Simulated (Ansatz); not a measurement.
# CH$_{6}$AsPS: molecular dynamics (part 4 of 4)

The same run, continued: CH$_{6}$AsPS; RKS B3LYP-D4/def2-SVP (Ansatz 0.2.0). It belongs to a series of runs on one base structure; here: dynamics from the highest image of the converged band.

Geometry of the input (Å):
```
C  -1.1581  -0.3110  -1.3279
As -1.4017  -0.1746  0.6491
P  0.8181  -0.1964  1.0925
S  2.0252  1.6792  1.5317
H  -1.9287  -0.9918  -1.7210
H  -1.3086  0.6795  -1.7830
H  -0.1618  -0.6870  -1.6109
H  0.3756  -1.4928  0.4978
H  0.8478  -0.6471  2.4308
H  1.9754  2.0909  0.2439
```

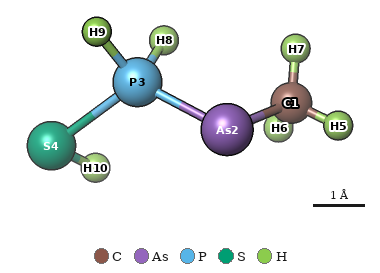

The geometry at step 108 of the log (ball-and-stick view, seen at a tilt; atoms are numbered from 1 in the order of the input).

Trajectory as extended XYZ, continued:
```
10
Properties=species:S:1:pos:R:3:forces:R:3 step=84 time_fs=42.0 energy=-82086.70113 temperature=298.6
C    -1.2145   -0.4493   -1.3291   -0.4637  -0.7975   0.3335
As   -1.3649   -0.1175    0.6567   -0.0820  -0.5086  -0.3537
P     0.7845   -0.2664    1.0522    0.5173   1.2680   0.3135
S     1.9475    1.6522    1.5660    0.0154   0.4421   0.9526
H    -2.2447   -0.6871   -1.6364   -0.0959   0.3103  -0.0474
H    -0.8307    0.3742   -1.9050    0.1824   0.7004  -0.4015
H    -0.6611   -1.3636   -1.5736    0.2770  -0.0222   0.1513
H     1.9243   -0.1212    0.1947   -0.5418  -1.5484  -0.2716
H     1.1491   -0.8946    2.2823    0.2668   0.0514  -0.3702
H     1.9085    2.0588    0.2897   -0.0754   0.1045  -0.3064
10
Properties=species:S:1:pos:R:3:forces:R:3 step=87 time_fs=43.5 energy=-82086.73853 temperature=334.9
C    -1.2202   -0.4587   -1.3273    0.4952   0.6447  -0.2290
As   -1.3614   -0.1167    0.6559   -0.2272  -0.5082  -0.3194
P     0.7804   -0.2644    1.0548    0.5831   1.2267   0.4300
S     1.9470    1.6513    1.5679   -0.0242   0.4929   0.5376
H    -2.2392   -0.6519   -1.6374   -0.6956   0.1188  -0.1761
H    -0.8136    0.3859   -1.9319   -0.2324  -0.2987   0.3466
H    -0.6824   -1.3705   -1.5827    0.3711  -0.2617   0.1192
H     1.8754   -0.1125    0.1537   -0.4295  -1.5552  -0.3115
H     1.1766   -0.9254    2.2683    0.2037   0.1366  -0.5118
H     1.8722    2.0604    0.2769   -0.0442   0.0040   0.1144
10
Properties=species:S:1:pos:R:3:forces:R:3 step=90 time_fs=45.0 energy=-82086.80257 temperature=397.3
C    -1.2251   -0.4669   -1.3258    0.9057   1.3334  -0.6746
As   -1.3578   -0.1160    0.6551   -0.3827  -0.5030  -0.2761
P     0.7767   -0.2616    1.0577    0.6369   1.2616   0.4821
S     1.9465    1.6507    1.5701   -0.0995   0.4520   0.1277
H    -2.2477   -0.6141   -1.6420   -0.7511   0.0058  -0.1595
H    -0.8010    0.3919   -1.9518   -0.4492  -0.8705   0.8000
H    -0.6961   -1.3825   -1.5892    0.2762  -0.2633   0.1147
H     1.8173   -0.1371    0.1061   -0.2887  -1.4884  -0.3713
H     1.2085   -0.9534    2.2434    0.1452   0.1508  -0.5198
H     1.8350    2.0621    0.2665    0.0073  -0.0783   0.4768
10
Properties=species:S:1:pos:R:3:forces:R:3 step=93 time_fs=46.5 energy=-82086.94481 temperature=534.4
C    -1.2285   -0.4729   -1.3256    0.5609   1.1635  -0.9185
As   -1.3544   -0.1155    0.6541   -0.5480  -0.4842  -0.2205
P     0.7734   -0.2578    1.0610    0.7344   1.3425   0.3787
S     1.9459    1.6504    1.5725   -0.1743   0.2871  -0.1193
H    -2.2713   -0.5760   -1.6498   -0.1803  -0.0677   0.0371
H    -0.7977    0.3801   -1.9552   -0.3802  -0.8508   0.8288
H    -0.7041   -1.3999   -1.5932    0.0271  -0.0495   0.1499
H     1.7529   -0.1936    0.0505   -0.1930  -1.3455  -0.3589
H     1.2435   -0.9783    2.2075    0.1018   0.0972  -0.3995
H     1.7980    2.0623    0.2660    0.0517  -0.0925   0.6223
10
Properties=species:S:1:pos:R:3:forces:R:3 step=96 time_fs=48.0 energy=-82087.11725 temperature=700.5
C    -1.2309   -0.4768   -1.3269   -0.1641   0.4253  -0.7618
As   -1.3512   -0.1152    0.6531   -0.7210  -0.4432  -0.1541
P     0.7707   -0.2531    1.0645    0.9355   1.3869   0.0327
S     1.9452    1.6503    1.5747   -0.2120   0.0148  -0.1435
H    -2.2987   -0.5394   -1.6567    0.4974  -0.1697   0.2567
H    -0.8021    0.3509   -1.9414   -0.0307  -0.2705   0.4386
H    -0.7115   -1.4182   -1.5939   -0.2288   0.1897   0.1834
H     1.6841   -0.2790   -0.0125   -0.2105  -1.1161  -0.1615
H     1.2808   -1.0011    2.1632    0.0727   0.0047  -0.1940
H     1.7620    2.0606    0.2784    0.0615  -0.0221   0.5035
10
Properties=species:S:1:pos:R:3:forces:R:3 step=99 time_fs=49.5 energy=-82087.23336 temperature=812.7
C    -1.2336   -0.4800   -1.3296   -0.8544  -0.5064  -0.1506
As   -1.3481   -0.1149    0.6520   -0.8940  -0.3750  -0.0813
P     0.7687   -0.2475    1.0680    1.2254   1.2709  -0.5336
S     1.9443    1.6502    1.5769   -0.1894  -0.3148   0.0344
H    -2.3160   -0.5065   -1.6582    0.8250  -0.2850   0.3529
H    -0.8069    0.3165   -1.9187    0.5080   0.6604  -0.2305
H    -0.7236   -1.4328   -1.5908   -0.3626   0.2774   0.1705
H     1.6107   -0.3882   -0.0786   -0.3205  -0.7756   0.2494
H     1.3196   -1.0238    2.1146    0.0413  -0.0733   0.0227
H     1.7273    2.0585    0.3014    0.0212   0.1215   0.1661
10
Properties=species:S:1:pos:R:3:forces:R:3 step=102 time_fs=51.0 energy=-82087.28309 temperature=861.1
C    -1.2378   -0.4841   -1.3325   -1.0290  -0.8791   0.4398
As   -1.3454   -0.1148    0.6510   -1.0548  -0.2811  -0.0019
P     0.7674   -0.2410    1.0712    1.5074   0.9061  -1.1396
S     1.9434    1.6499    1.5791   -0.1145  -0.6255   0.2849
H    -2.3162   -0.4797   -1.6525    0.6541  -0.3594   0.2774
H    -0.8010    0.2957   -1.9005    0.8528   1.2065  -0.6488
H    -0.7433   -1.4417   -1.5841   -0.3288   0.1456   0.0949
H     1.5304   -0.5140   -0.1392   -0.4108  -0.3261   0.7513
H     1.3593   -1.0479    2.0665   -0.0188  -0.0778   0.1747
H     1.6929    2.0591    0.3278   -0.0577   0.2908  -0.2328
10
Properties=species:S:1:pos:R:3:forces:R:3 step=105 time_fs=52.5 energy=-82087.30372 temperature=880.6
C    -1.2438   -0.4896   -1.3347   -0.3005  -0.1477   0.5124
As   -1.3429   -0.1147    0.6499   -1.1920  -0.1686   0.0827
P     0.7673   -0.2338    1.0735    1.6917   0.3230  -1.5756
S     1.9423    1.6492    1.5815   -0.0399  -0.8245   0.3803
H    -2.3032   -0.4605   -1.6410    0.0389  -0.3490   0.0509
H    -0.7777    0.2991   -1.8950    0.5990   0.7176  -0.3698
H    -0.7698   -1.4478   -1.5754   -0.1667  -0.1422  -0.0242
H     1.4414   -0.6467   -0.1838   -0.3850   0.1680   1.1570
H     1.3985   -1.0736    2.0220   -0.1222   0.0193   0.2325
H     1.6573    2.0659    0.3495   -0.1232   0.4041  -0.4462
10
Properties=species:S:1:pos:R:3:forces:R:3 step=108 time_fs=54.0 energy=-82087.24888 temperature=827.7
C    -1.2502   -0.4952   -1.3360    0.8711   0.9447   0.3103
As   -1.3407   -0.1147    0.6488   -1.2989  -0.0468   0.1604
P     0.7683   -0.2265    1.0748    1.7453  -0.3415  -1.7486
S     1.9412    1.6479    1.5841   -0.0316  -0.8512   0.1659
H    -2.2895   -0.4487   -1.6286   -0.6826  -0.2499  -0.2173
H    -0.7422    0.3171   -1.8971   -0.0157  -0.2712   0.2023
H    -0.7999   -1.4569   -1.5673    0.0070  -0.3812  -0.1331
H     1.3444   -0.7759   -0.2038   -0.2303   0.6123   1.3428
H     1.4350   -1.0987    1.9824   -0.2510   0.1898   0.2306
H     1.6192    2.0811    0.3622   -0.1131   0.3949  -0.3134
10
Properties=species:S:1:pos:R:3:forces:R:3 step=111 time_fs=55.5 energy=-82087.13912 temperature=722.2
C    -1.2551   -0.4993   -1.3368    1.5052   1.4252   0.1242
As   -1.3390   -0.1147    0.6478   -1.3739   0.0729   0.2224
P     0.7706   -0.2194    1.0749    1.6676  -0.9228  -1.6794
S     1.9401    1.6461    1.5869   -0.1008  -0.7295  -0.2696
H    -2.2896   -0.4422   -1.6205   -0.8889  -0.1240  -0.3379
H    -0.7068    0.3299   -1.8952   -0.5067  -0.9492   0.5330
H    -0.8301   -1.4737   -1.5619    0.0691  -0.3456  -0.1726
H     1.2425   -0.8921   -0.1953    0.0090   0.9292   1.2753
H     1.4661   -1.1198    1.9478   -0.3626   0.3688   0.2324
H     1.5788    2.1047    0.3685   -0.0180   0.2750   0.0721
10
Properties=species:S:1:pos:R:3:forces:R:3 step=114 time_fs=57.0 energy=-82087.05591 temperature=641.7
C    -1.2574   -0.5009   -1.3373    1.1565   1.0823   0.0015
As   -1.3376   -0.1147    0.6469   -1.4175   0.1785   0.2711
P     0.7740   -0.2129    1.0738    1.4673  -1.2879  -1.4251
S     1.9390    1.6438    1.5894   -0.1929  -0.5447  -0.6893
H    -2.3076   -0.4384   -1.6194   -0.3393  -0.0353  -0.2371
H    -0.6817    0.3231   -1.8825   -0.6557  -1.0524   0.4935
H    -0.8589   -1.4974   -1.5600    0.0124  -0.0210  -0.1329
H     1.1409   -0.9886   -0.1597    0.2785   1.0669   0.9689
H     1.4895   -1.1329    1.9182   -0.4176   0.4935   0.2848
H     1.5381    2.1342    0.3764    0.1083   0.1200   0.4646
10
Properties=species:S:1:pos:R:3:forces:R:3 step=117 time_fs=58.5 energy=-82086.98950 temperature=577.1
C    -1.2577   -0.5007   -1.3378    0.1700   0.1259   0.1063
As   -1.3367   -0.1147    0.6460   -1.4301   0.2622   0.3120
P     0.7784   -0.2073    1.0717    1.1670  -1.3546  -1.0396
S     1.9377    1.6411    1.5915   -0.2416  -0.3798  -0.9128
H    -2.3325   -0.4354   -1.6232    0.4546   0.0264  -0.0513
H    -0.6701    0.2946   -1.8597   -0.3931  -0.5690   0.1052
H    -0.8875   -1.5215   -1.5610   -0.0588   0.3646  -0.0576
H     1.0453   -1.0624   -0.1036    0.5302   0.9916   0.4583
H     1.5041   -1.1356    1.8949   -0.3969   0.5274   0.4032
H     1.4996    2.1663    0.3940    0.1988   0.0052   0.6763
10
Properties=species:S:1:pos:R:3:forces:R:3 step=120 time_fs=60.0 energy=-82086.89225 temperature=483.3
C    -1.2577   -0.5002   -1.3380   -0.9140  -1.0448   0.5287
As   -1.3362   -0.1145    0.6452   -1.4112   0.3235   0.3495
P     0.7837   -0.2026    1.0688    0.8136  -1.1153  -0.5907
S     1.9362    1.6381    1.5930   -0.2051  -0.2871  -0.8783
H    -2.3482   -0.4319   -1.6282    0.9227   0.0952   0.0688
H    -0.6663    0.2546   -1.8350    0.2202   0.3269  -0.5144
H    -0.9173   -1.5381   -1.5633   -0.0514   0.5531   0.0033
H     0.9610   -1.1152   -0.0378    0.7243   0.7068  -0.1796
H     1.5102   -1.1271    1.8804   -0.3072   0.4660   0.5714
H     1.4653    2.1987    0.4258    0.2081  -0.0242   0.6413
10
Properties=species:S:1:pos:R:3:forces:R:3 step=123 time_fs=61.5 energy=-82086.79220 temperature=387.2
C    -1.2593   -0.5016   -1.3373   -1.4049  -1.6316   0.9271
As   -1.3360   -0.1143    0.6445   -1.3623   0.3658   0.3879
P     0.7895   -0.1987    1.0656    0.4750  -0.6948  -0.1989
S     1.9346    1.6349    1.5939   -0.0715  -0.2875  -0.6157
H    -2.3449   -0.4263   -1.6320    0.8389   0.1824   0.0619
H    -0.6580    0.2212   -1.8211    0.6970   0.9563  -0.9334
H    -0.9480   -1.5433   -1.5655    0.0555   0.4131   0.0204
H     0.8921   -1.1530    0.0242    0.8366   0.3103  -0.7787
H     1.5097   -1.1087    1.8782   -0.1848   0.3408   0.7410
H     1.4353    2.2307    0.4710    0.1205   0.0454   0.3885
10
Properties=species:S:1:pos:R:3:forces:R:3 step=126 time_fs=63.0 energy=-82086.76038 temperature=356.0
C    -1.2633   -0.5057   -1.3350   -0.6760  -1.0134   0.8561
As   -1.3363   -0.1140    0.6440   -1.2894   0.3936   0.4270
P     0.7956   -0.1953    1.0622    0.2140  -0.3651  -0.0120
S     1.9330    1.6316    1.5944    0.1290  -0.3552  -0.2433
H    -2.3244   -0.4167   -1.6346    0.2207   0.2877  -0.0760
H    -0.6360    0.2068   -1.8262    0.4326   0.6463  -0.7033
H    -0.9773   -1.5401   -1.5674    0.2190  -0.0057  -0.0109
H     0.8411   -1.1839    0.0698    0.8795   0.0144  -1.1077
H     1.5053   -1.0829    1.8918   -0.0932   0.2154   0.8347
H     1.4078    2.2638    0.5244   -0.0362   0.1820   0.0354
10
Properties=species:S:1:pos:R:3:forces:R:3 step=129 time_fs=64.5 energy=-82086.75512 temperature=350.8
C    -1.2683   -0.5116   -1.3312    0.7372   0.1126   0.4708
As   -1.3369   -0.1135    0.6435   -1.1997   0.4115   0.4572
P     0.8019   -0.1921    1.0588    0.0553  -0.3685  -0.0701
S     1.9314    1.6280    1.5947    0.3089  -0.3957   0.0410
H    -2.2995   -0.4009   -1.6390   -0.5916   0.3904  -0.2707
H    -0.6054    0.2055   -1.8458   -0.2849  -0.1617  -0.0889
H    -1.0021   -1.5371   -1.5695    0.3422  -0.4312  -0.0543
H     0.8091   -1.2141    0.0923    0.8993   0.0022  -1.0381
H     1.4986   -1.0524    1.9231   -0.0920   0.1534   0.7766
H     1.3795    2.3007    0.5788   -0.1746   0.2871  -0.2234
```
